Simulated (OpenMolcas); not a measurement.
# SiH2O2 (SMILES O[Si]O) at 6 levels

Aim: a comparison of 6 runs (HF/STO-3G, HF/3-21G, B2PLYP/aug-cc-pVDZ, PBE/aug-cc-pVDZ, revPBE/aug-cc-pVDZ, CCSD(T)/aug-cc-pVDZ) of SiH2O2. 

Program for the calculation: OpenMolcas 26.06.

1 further run of the same task is left out (set aside as unsound or not needed).

## Step 1: The molecule

SiH2O2: 5 atoms, total charge 0, spin state singlet. As SMILES, `O[Si]O`. The shape is that of a PBE0-D4/def2-TZVP optimisation. This is one conformer, not always the lowest.

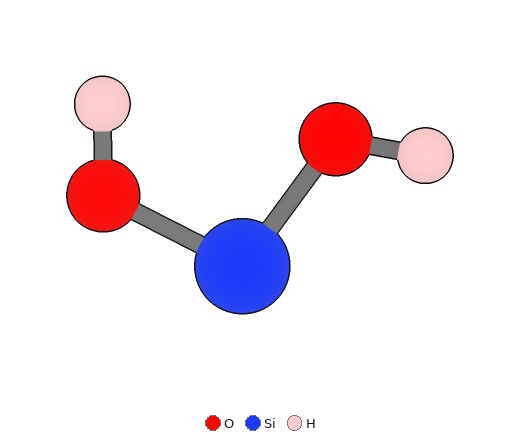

The structure, seen from a chosen angle (oxygen red, silicon blue, hydrogen pink).

## Step 2: Energy and gradient at HF/STO-3G (run 1)

The input, test.input:

```
>>> EXPORT MOLCAS_PRINT=2
&GATEWAY
BasLib=$CurrDir
Coord
5
bohr
O     -2.72725274    -0.19955508    -0.51967468
Si    -0.40062194    -1.49534028     1.07279752
O      1.95775627     0.35432365     0.12963521
H     -2.32795361     1.22624328    -1.58000001
H      3.59255834    -0.02475541     0.81900730
Basis=STO-3G
Group=NoSym
&SEWARD
&SCF
Thresholds=1e-10 1e-07 1e-07 1e-05
PrOrbitals=1 2
&ALASKA
```

The basis set STO-3G is read from a file made from the Basis Set Exchange's data (not shown).

Run with:

```
$ export MOLCAS_MEM=1860
$ pymolcas test.input > test.log
```

Standard output:

```text
--- Start Module: gateway ---
[...]
--- Stop Module: gateway /rc=_RC_ALL_IS_WELL_ ---
[...]
      Basis functions           21
[...]
--- Start Module: scf ---
[...]
       Convergence after  12 Iterations
[...]
::    Total SCF energy                               -434.4495978536
[...]
      Total spin, S                                     0.0000000000
[...]
      Total electronic charge=   32.000000
      Total            charge=   -0.000000
[...]
      Dipole Moment (debye):
      Origin of the operator (angstrom)=   -0.1899   -0.3257    0.1964
                   X=  1.4381E+00               Y= -9.8209E-02               Z=  4.1531E-01           Total=  1.5001E+00
      Quadrupole Moment (debye*angstrom):
[...]
--- Stop Module: scf /rc=_RC_ALL_IS_WELL_ ---
--- Start Module: alaska ---
[...]
 *              Molecular gradients               *
 **************************************************
  Irreducible representation: a
 ------------------------------------------------------------------------------------------
                              X                       Y                       Z
 ------------------------------------------------------------------------------------------
  O1                1.07690157548390E-03    1.46007295295987E-02   -1.15524906270483E-02
  SI2              -9.09350564704317E-03    1.07293234867143E-02   -1.08147527006626E-02
  O3                3.80198129101839E-02   -1.69916679360487E-02    2.26492038505226E-02
  H4               -1.08214177681478E-02   -2.05048878612728E-02    1.40471745709783E-02
  H5               -1.91817910704737E-02    1.21665027810182E-02   -1.43291350937993E-02
 ------------------------------------------------------------------------------------------
--- Stop Module: alaska /rc=_RC_ALL_IS_WELL_ ---
[...]
```

Run time: 3.3 s. Hardware: 1 thread of AMD EPYC 7R43 (Zen 3), shared host; peak memory 0.37 GiB.

## Step 3: Energy and forces at HF/3-21G (run 2)

The input, run.inp:

```
* H2O2Si Hartree-Fock

&GATEWAY
 BasLib=$CurrDir
 Coord
 5
 angstrom
 O       -1.443200      -0.105600      -0.275000
 Si      -0.212000      -0.791300       0.567700
 O        1.036000       0.187500       0.068600
 H       -1.231900       0.648900      -0.836100
 H        1.901100      -0.013100       0.433400
 Basis=3-21G
 Group=NoSym

&SEWARD

&SCF
 Thresholds=1e-10 1e-07 1e-07 1e-05
 PrOrbitals=0

&ALASKA
```

The basis set 3-21G is read from a file made from the Basis Set Exchange's data (not shown).

Run with:

```
$ export MOLCAS_MEM=1860
$ pymolcas run.inp > run.log
```

Standard output:

```text
--- Start Module: gateway ---
[...]
--- Stop Module: gateway /rc=_RC_ALL_IS_WELL_ ---
[...]
      Basis functions           35
[...]
--- Start Module: scf ---
[...]
       Convergence after  12 Iterations
[...]
::    Total SCF energy                               -437.5225342383
[...]
      Total spin, S                                     0.0000000000
[...]
      Total electronic charge=   32.000000
      Total            charge=   -0.000000
[...]
      Dipole Moment (debye):
      Origin of the operator (angstrom)=   -0.1899   -0.3257    0.1964
                   X=  2.0863E+00               Y=  5.2875E-01               Z=  5.9735E-02           Total=  2.1531E+00
      Quadrupole Moment (debye*angstrom):
[...]
--- Stop Module: scf /rc=_RC_ALL_IS_WELL_ ---
--- Start Module: alaska ---
[...]
 *              Molecular gradients               *
 **************************************************
  Irreducible representation: a
 ------------------------------------------------------------------------------------------
                              X                       Y                       Z
 ------------------------------------------------------------------------------------------
  O1                2.44477516177000E-03   -1.01379101160519E-02    8.78885283319786E-03
  SI2               2.06122531273117E-03    2.45920458455231E-02   -1.94143749838371E-02
  O3               -4.34269161119438E-03   -3.28255874503736E-03    1.64342310656362E-03
  H4                7.49872004507168E-03   -5.58069962389673E-03    6.25621052877845E-03
  H5               -7.66202890839907E-03   -5.59087736054109E-03    2.72588851530853E-03
 ------------------------------------------------------------------------------------------
--- Stop Module: alaska /rc=_RC_ALL_IS_WELL_ ---
[...]
```

Run time: 3.3 s. Hardware: 1 thread of AMD EPYC 7R43 (Zen 3), shared host; peak memory 0.37 GiB.

Runs 3 to 4 aren't shown in full; the table further down has their settings and results.

## Step 4: Energy and forces at revPBE/aug-cc-pVDZ (run 5)

The input, job.input:

```
&GATEWAY
 BasLib=$CurrDir
 Coord
 5
 bohr
 O     -2.72725274    -0.19955508    -0.51967468
 Si    -0.40062194    -1.49534028     1.07279752
 O      1.95775627     0.35432365     0.12963521
 H     -2.32795361     1.22624328    -1.58000001
 H      3.59255834    -0.02475541     0.81900730
 Basis=aug-cc-pVDZ
 Group=NoSym

&SEWARD
 GridInput
 Grid=UltraFine
 End of Grid

&SCF
 KSDFT=revPBE
 Thresholds=1e-10 1e-07 1e-07 1e-05
 PrOrbitals=0

&ALASKA
```

The basis set aug-cc-pVDZ is read from a file made from the Basis Set Exchange's data (not shown).

Run with:

```
$ export MOLCAS_MEM=1860
$ pymolcas job.input > job.log
```

Standard output:

```text
--- Start Module: gateway ---
[...]
--- Stop Module: gateway /rc=_RC_ALL_IS_WELL_ ---
[...]
      Basis functions           91
[...]
--- Start Module: scf ---
[...]
       Convergence after  15 Iterations
[...]
::    Total KS-DFT energy                            -441.1152210736
[...]
      Total spin, S                                     0.0000000000
[...]
      Total electronic charge=   32.000000
      Total            charge=   -0.000000
[...]
      Dipole Moment (debye):
      Origin of the operator (angstrom)=   -0.1899   -0.3257    0.1964
                   X=  1.6283E+00               Y=  6.8463E-01               Z= -1.7310E-01           Total=  1.7748E+00
      Quadrupole Moment (debye*angstrom):
[...]
--- Stop Module: scf /rc=_RC_ALL_IS_WELL_ ---
[...]
--- Start Module: alaska ---
[...]
 *              Molecular gradients               *
 **************************************************
  Irreducible representation: a
 ------------------------------------------------------------------------------------------
                              X                       Y                       Z
 ------------------------------------------------------------------------------------------
  O1                3.24412102573977E-02   -6.38027580421596E-03    1.27609357642267E-02
  SI2              -1.06397701364122E-03    3.90429138144111E-02   -3.18237683127265E-02
  O3               -1.73337286933481E-02   -2.45503107820397E-02    1.57933380163122E-02
  H4               -2.24206632967294E-03   -1.04664058826716E-02    7.93555809502156E-03
  H5               -1.18014382207576E-02    2.35407865448245E-03   -4.66606356285082E-03
 ------------------------------------------------------------------------------------------
--- Stop Module: alaska /rc=_RC_ALL_IS_WELL_ ---
[...]
```

Wall time 43 s (1 thread of AMD EPYC 7R43 (Zen 3), shared host); peak memory 0.5 GiB.

## Step 5: A single-point energy at CCSD(T)/aug-cc-pVDZ (run 6)

The input, job.inp:

```
&GATEWAY
 BasLib
 $CurrDir
 Coord
 5
 angstrom
 O       -1.443200      -0.105600      -0.275000
 Si      -0.212000      -0.791300       0.567700
 O        1.036000       0.187500       0.068600
 H       -1.231900       0.648900      -0.836100
 H        1.901100      -0.013100       0.433400
 Basis
 aug-cc-pVDZ
 Group
 NoSym

&SEWARD

&SCF
 Thresholds
 1e-10 1e-07 1e-07 1e-05
 PrOrbitals
 0

&RASSCF
 FileOrb
 $Project.ScfOrb
 Spin
 1
 Nactel
 0 0 0
 Inactive
 16
 Ras2
 0
 OutOrbitals
 Canonical
 OrbListing
 Nothing

&MOTRA
 JobIph
 Frozen
 7

&CCSDT
 CCT
 Triples
 2
 Iterations
 80
 Accuracy
 1e-08
 Extrapolation
 5 4
```

The basis set aug-cc-pVDZ is read from a file made from the Basis Set Exchange's data (not shown).

Run with:

```
$ export MOLCAS_MEM=1860
$ pymolcas job.inp > job.log
```

Standard output:

```text
--- Start Module: gateway ---
[...]
--- Stop Module: gateway /rc=_RC_ALL_IS_WELL_ ---
[...]
      Basis functions           91
[...]
       Convergence after  13 Iterations
[...]
::    Total SCF energy                               -439.9092013902
[...]
      Total spin, S                                     0.0000000000
[...]
      Number of active orbitals                  0
[...]
      Spin quantum number                      0.0
[...]
      Active orbitals                            0
[...]
      Number of CSFs                             1
[...]
      Number of root(s) required                 1
[...]
      Convergence after  4 iterations
[...]
      Natural orbitals and occupation numbers for root  1
      ************************************************************************************************************************
      *                                                    Final results                                                     *
      ************************************************************************************************************************
[...]
::    RASSCF root number  1 Total energy:   -439.90920139
[...]
      Total electronic charge=   32.000000
      Total            charge=   -0.000000
[...]
      Dipole Moment (debye):
      Origin of the operator (angstrom)=   -0.1899   -0.3257    0.1964
                   X=  1.7452E+00               Y=  6.2350E-01               Z= -9.6413E-02           Total=  1.8557E+00
      Quadrupole Moment (debye*angstrom):
[...]
--- Start Module: motra ---
[...]
      *** WARNING: Default frozen orbitals is overwritten by user input.
      *** Default values:   4
[...]
--- Stop Module: motra /rc=_RC_ALL_IS_WELL_ ---
[...]
--- Start Module: ccsdt ---
[...]
      Convergence after                    14  Iterations
      Total energy (diff) :    -440.41870136       0.00000001
[...]
 METHOD                       : CCSD+T(CCSD)+<T3(1)WT1> = CCSD(T)
[...]
       CCSD     =      -440.4187013629840
[...]
--- Stop Module: ccsdt /rc=_RC_ALL_IS_WELL_ ---
[...]
```

Run time: 50 s. Hardware: 1 thread of AMD EPYC 7R43 (Zen 3), shared host; peak memory 0.5 GiB.

## Step 6: The series

```
run                level      task  frozen core orbitals  energy (Eh)  dipole moment (D) of the reference  HOMO energy (eV)  LUMO energy (eV)  wall time
  1            HF/STO-3G  gradient                     –  -434.449598                                1.50             -6.43              7.59      3.3 s
  2             HF/3-21G  gradient                     –  -437.522534                                2.15             -9.59              2.35      3.3 s
  3   B2PLYP/aug-cc-pVDZ    energy                     7  -440.987349                                1.79             -8.17             -0.20       31 s
  4      PBE/aug-cc-pVDZ  gradient                     –  -440.919253                                1.77             -6.08             -2.08       44 s
  5   revPBE/aug-cc-pVDZ  gradient                     –  -441.115221                                1.77             -6.03             -2.03       43 s
  6  CCSD(T)/aug-cc-pVDZ    energy                     7  -440.434588                                1.86             -9.75              1.00       50 s
```

## Step 7: Summary of results

```
                                          quantity          value
                               run 6: total energy  -440.43459 Eh
         run 6: dipole moment (mean-field density)         1.86 D
        run 6: HOMO energy (Hartree–Fock orbitals)       -9.75 eV
        run 6: LUMO energy (Hartree–Fock orbitals)        1.00 eV
      run 6: HOMO–LUMO gap (Hartree–Fock orbitals)       10.75 eV
run 6: correlation energy (7 core orbitals frozen)     -525.4 mEh
                             run 6: (T) correction     -15.89 mEh
```

In words: Over runs 1, 2, 3, 4, 5 the dipole moment (its size) runs from 1.50 D (HF/STO-3G) to 2.15 D (HF/3-21G). Over runs 1, 2, 3, 4, 5 the HOMO–LUMO gap runs from 3.99 eV (PBE/aug-cc-pVDZ) to 14.02 eV (HF/STO-3G). The two ends differ in method and basis. For B2PLYP the log adds the whole second-order term; the table takes 0.27 of it, as the functional is defined. Totals of different functionals can't be ranked against each other. In run 1 the basis is minimal, so the values are rough. All runs together took 2.9 min, the longest 50 s.
